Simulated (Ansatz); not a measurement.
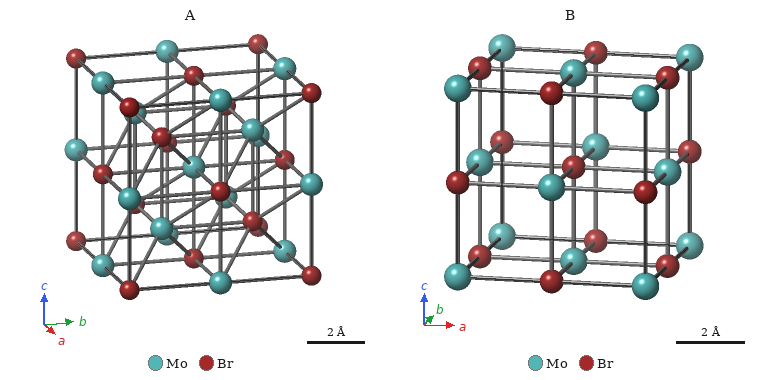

Two structures of MoBr, each relaxed to rest (conventional cells in solid outline, small ones repeated, not to one scale). Method: DFT PBE, scalar-relativistic, plane waves, PAW in Ansatz 0.2.0, with collinear spins.

What are A and B?

A: 16 atoms a cell on a face-centred cubic lattice, Fd-3m. B: rock salt (NaCl type), Fm-3m.

Which of the two does the method prefer?

A is lower, by 171 meV/atom at this level of theory (energies at zero smearing). Volumes: A 18.5, B 23.0 Å³/atom.

One or both may be structure types tried for this composition rather than known phases.
